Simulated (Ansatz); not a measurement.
How far to go with the plane-wave cutoff: SnTe (I4mm, 2 atoms in the cell)

```yaml
crystal:
  lattice:
    - [0.00000, 3.14420, 3.14420]
    - [3.14420, 0.00000, 3.14420]
    - [3.14420, 3.14420, 0.00000]
  atoms:
    - { symbol: Sn, position: [0.00795, 0.00795, 0.99205] }
    - { symbol: Te, position: [0.50000, 0.50000, 0.50000] }
```

Method of the run: PBEsol, default PAW files made with PBE (plane waves; Ansatz, an electronic-structure program).

Base settings: basis.ecutwfc = 420 eV; kpoints.mp_grid.grid = 7 7 7; hamiltonian.xc = pbesol; hamiltonian.pseudopotentials = {kind: paw} (the program's default PAW files); scf.occupations.method = fermi_dirac; scf.occupations.width = 0.01 eV.

The second cell is the first with its lattice scaled by 0.98.

The mesh stays at the base's, so the ladder's end is converged at best in this setting alone.

The first pressure column holds Ansatz's estimate of the finite-basis (Pulay) stress, which hides part of the cutoff error; the other is without it.

Only quantities that move along the ladder and can be compared are tabulated.

The count of work is k-points × plane waves × bands × iterations; it is no time. 

The starting cell has typed, rounded lattice constants, without a prior relaxation at this level. Its lattice was rescaled by up to half a per cent. One atom was moved a little off its site on purpose.

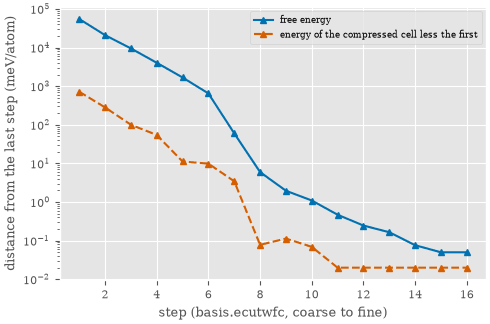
Figure: Distance from the last step along the ladder; very small values are drawn at a floor.

```tsv
basis.ecutwfc	free energy less the last step's (meV/atom)	energy of the compressed cell less the first (meV/atom)	pressure (GPa)	pressure without the Pulay estimate (GPa)	largest difference of a force vector from the last step's (eV/Å)	count of work / last
145 eV	55230.26	737.73	0.80	-1039.00	0.493	0.076
170 eV	21070.70	-267.13	-8.16	-488.50	0.205	0.097
190 eV	9542.28	-83.95	5.61	-255.04	0.221	0.086
210 eV	4054.27	71.52	0.22	-125.23	0.071	0.10
230 eV	1684.44	5.49	0.51	-60.02	0.016	0.14
250 eV	650.86	26.66	0.22	-26.90	0.004	0.14
295 eV	60.21	20.20	-0.02	-3.55	0.003	0.16
335 eV	5.98	16.83	-0.06	-0.40	0.000	0.20
380 eV	1.96	16.87	-0.05	-0.08	0.000	0.23
420 eV	1.10	16.82	-0.06	-0.09	0.000	0.27
460 eV	0.47	16.77	-0.06	-0.07	0.000	0.31
505 eV	0.25	16.77	-0.06	-0.06	0.000	0.36
565 eV	0.17	16.76	-0.06	-0.06	0.000	0.42
630 eV	0.08	16.76	-0.06	-0.06	0.000	0.49
735 eV	0.04	16.76	-0.06	-0.06	0.000	0.60
840 eV	0.02	16.75	-0.06	-0.06	0.000	0.76
1010 eV	0.00	16.75	-0.06	-0.06	0.000	1.0
```

Coarsest basis.ecutwfc that holds the free energy within 1 meV/atom of the last step, with all finer ones: 460 eV, at 0.31 of the last step's count of work; the step before is off by 1.1 meV/atom.

Coarsest basis.ecutwfc that holds the pressure without the Pulay estimate within 0.2 GPa of the last step, with all finer ones: 380 eV, at 0.23 of the last step's count of work; the step before is off by 0.34 GPa.

Coarsest basis.ecutwfc that holds the forces within 0.02 eV/Å of the last step, with all finer ones: 230 eV, at 0.14 of the last step's count of work; the step before is off by 0.071 eV/Å.

The energy difference between the two cells stays within 1 meV/atom of the last step's from 335 eV on, the total only from 460 eV on: much of the error is common to both cells and cancels.

At the lowest cutoff the pressure without the Pulay estimate lies 1040 GPa under the last step's, the usual sign of Pulay stress in an incomplete plane-wave basis.

Keys are those of Ansatz 0.2.
